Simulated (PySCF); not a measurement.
**Run report: GaH₄ (charge −1), geometry relaxation**

System: GaH₄, charge −1.
Method: PBE0-D3(BJ)/def2-TZVP geometry optimisation, gas phase (PySCF 2.14.0).

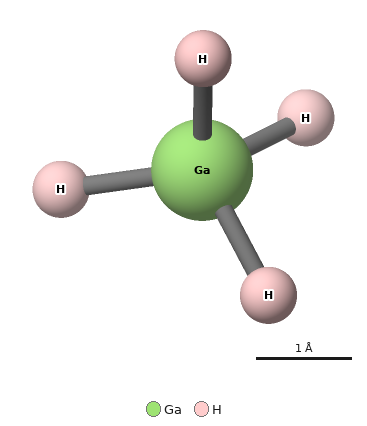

The starting structure (ball-and-stick view, seen at a tilt). Sticks mark near contacts. Bond lengths as drawn: Ga–H 1.59 to 1.70 Å.

## The input
```
{"job": {"xc": "PBE0", "basis": "def2-TZVP", "d3": "d3bj", "grid": 2, "shake": 0.03, "kind": "geom"}, "charge": -1, "multiplicity": 1}
Ga     0.061230    -0.076670     0.012550
H      0.604710     1.146840    -0.934170
H     -1.133730     0.634560     0.989240
H      1.278890    -0.698280     0.829780
H     -0.736250    -1.116910    -0.959510
```

The first line tells a small driver script what to run in PySCF; the rest is the geometry in Å.

Hardware: 1 CPU thread, shared host.

Command:
```bash
OMP_NUM_THREADS=1 python <driver script> task.json out
```

## The program's output
```
step   0  E = -1926.99873973  max force = 0.016791
step   1  E = -1927.00065268  max force = 0.005891
step   2  E = -1927.00102865  max force = 0.001322
step   3  E = -1927.00105185  max force = 0.000144
step   4  E = -1927.00105237  max force = 0.000046
optimisation converged
```

## Trajectory as extended XYZ (Å, eV, eV/Å), 5 frames, from step=0 to step=4
```
5
Properties=species:S:1:pos:R:3:forces:R:3 step=0 energy=-52436.30657
Ga    0.0612   -0.0767    0.0126   -0.8635   0.7406  -0.1485
H     0.6047    1.1468   -0.9342    0.0579  -0.1100   0.0581
H    -1.1337    0.6346    0.9892    0.5347  -0.3515  -0.1979
H     1.2789   -0.6983    0.8298    0.0973  -0.1849   0.1691
H    -0.7362   -1.1169   -0.9595    0.1735  -0.0942   0.1192
5
Properties=species:S:1:pos:R:3:forces:R:3 step=1 energy=-52436.35862
Ga    0.0380   -0.0474   -0.0004   -0.2876   0.3029  -0.1151
H     0.6079    1.1575   -0.9411    0.0431  -0.0587   0.0168
H    -1.0928    0.6067    0.9854    0.1191  -0.0712   0.0341
H     1.2469   -0.7019    0.8390    0.0375  -0.0855   0.0527
H    -0.7252   -1.1254   -0.9450    0.0879  -0.0876   0.0115
5
Properties=species:S:1:pos:R:3:forces:R:3 step=2 energy=-52436.36885
Ga    0.0179   -0.0249   -0.0103    0.0127   0.0120  -0.0636
H     0.6168    1.1602   -0.9485    0.0055  -0.0107  -0.0008
H    -1.0770    0.6002    1.0030   -0.0462   0.0339   0.0680
H     1.2233   -0.7055    0.8364    0.0084  -0.0165   0.0050
H    -0.7061   -1.1405   -0.9427    0.0196  -0.0187  -0.0086
5
Properties=species:S:1:pos:R:3:forces:R:3 step=3 energy=-52436.36948
Ga    0.0151   -0.0218   -0.0124    0.0051  -0.0043  -0.0047
H     0.6188    1.1593   -0.9509   -0.0029  -0.0002   0.0000
H    -1.0795    0.6035    1.0113   -0.0037   0.0072   0.0074
H     1.2206   -0.7073    0.8345   -0.0020  -0.0011   0.0003
H    -0.7001   -1.1441   -0.9446    0.0035  -0.0015  -0.0030
5
Properties=species:S:1:pos:R:3:forces:R:3 step=4 energy=-52436.36950
Ga    0.0149   -0.0219   -0.0125    0.0002  -0.0024   0.0011
H     0.6183    1.1591   -0.9510   -0.0016   0.0010  -0.0005
H    -1.0795    0.6046    1.0121    0.0014   0.0015  -0.0001
H     1.2202   -0.7077    0.8345   -0.0014  -0.0003   0.0004
H    -0.6990   -1.1446   -0.9453    0.0014   0.0001  -0.0009
```

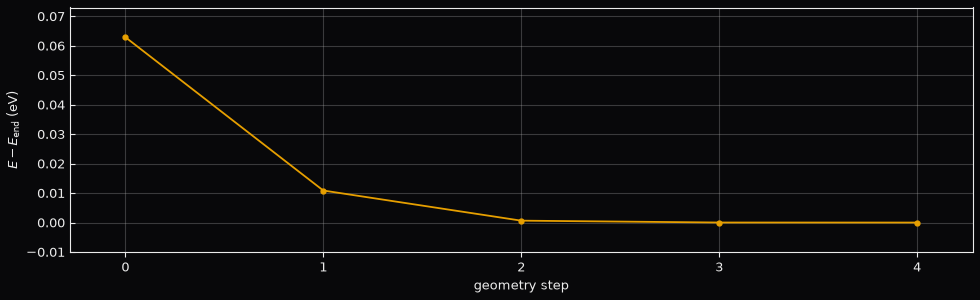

Progress of the relaxation, step by step (steps are counted from 0).

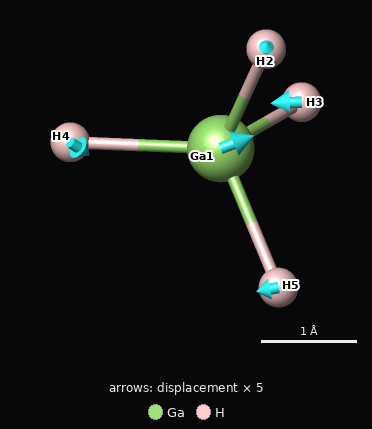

The starting structure with the displacements as teal arrows, magnified 5 times (ball-and-stick view, seen at a tilt). The two geometries are laid on each other by the best rigid fit. Ga1 moves most after the best rigid fit: 0.076 Å. Largest moves by element: Ga 0.076 Å, H 0.066 Å. Among the contacts that change: Ga1–H3 1.699 → 1.625 Å, Ga1–H4 1.593 → 1.625 Å, Ga1–H2 1.640 → 1.625 Å, Ga1–H5 1.632 → 1.625 Å. Among the angles that change: H4–Ga1–H5 115.5° → 109.5°, H2–Ga1–H3 104.6° → 109.5°, H3–Ga1–H4 114.0° → 109.5°. The energy falls by 0.063 eV in 4 geometry steps. The largest force component goes from 0.86 to 0.0024 eV/Å. (Atoms are counted from 1 in the order of the input.)

## Key numbers

```tsv
quantity	value
outcome	converged
total energy	−1927.001052 hartree
point group	Td
wall time	6.7 s
peak memory	0.35 GiB
```
